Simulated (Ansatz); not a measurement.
**Computed frozen-phonon scan: MgPd (CsCl type)**

Relaxed MgPd (CsCl type):

```xyz
2
Lattice="3.1038 0.0000 0.0000 0.0000 3.1038 0.0000 0.0000 0.0000 3.1038" Properties=species:S:1:pos:R:3 pbc="T T T"
Mg     0.0000     0.0000     0.0000
Pd     1.5519     1.5519     1.5519
```

The atoms are displaced by Q × the pattern below (from a DFPT mode at Γ, largest move 1; Q in Å), at fixed cell. It is one choice among 3 degenerate patterns.

| atom | x | y | z |
|---|---|---|---|
| Mg1 | 0.000 | 0.000 | 1.000 |
| Pd2 | 0.000 | 0.000 | -0.228 |

Level of theory: LDA (plane waves to 420 eV, PAW, scalar-relativistic; Ansatz, a first-principles code). k mesh 15×15×15 (Γ-centred), Fermi-Dirac smearing 0.05 eV. E stands for the smeared free energy. With partly filled bands, energies and forces of such displacements shift with the k mesh and the smearing. MgPd is run without spin polarisation. MgPd was relaxed with its symmetry unable to fall. The zero of ΔE is the undisplaced structure.

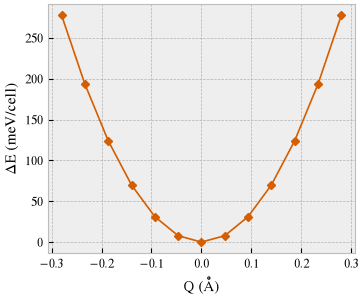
Figure: ΔE (meV/cell) against Q (Å); markers are the computed points, lines only join them.

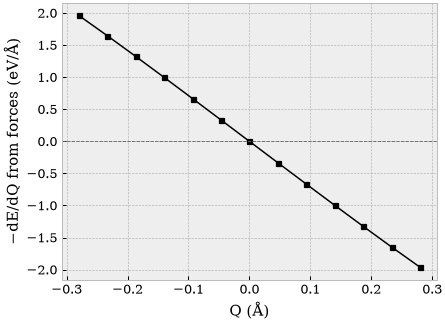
*−dE/dQ from forces (eV/Å) against Q (Å); computed points joined by lines.*

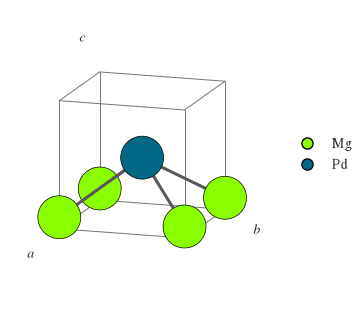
Fig. 1. The cell of the calculation at Q = 0.280 Å.

The energy at Q = 0.280 Å is 278 meV/cell. Wavenumber by perturbation theory (DFPT, on another k mesh): 255 cm⁻¹. Symmetry of the curve: even: the same for both signs. Shape of the curve: a single well with its minimum at or next to zero displacement. Harmonic wavenumber from the curvature (finite differences): 255 cm⁻¹.

E″ = 7.15 eV/Å², M = Σ mᵢ|uᵢ|² = 29.9 u, ν̃ = 521.5·√(|E″|/M).

(For displaced atoms, the force is minus the slope of the energy, and its curvature is a force constant, which sets phonon frequencies.)
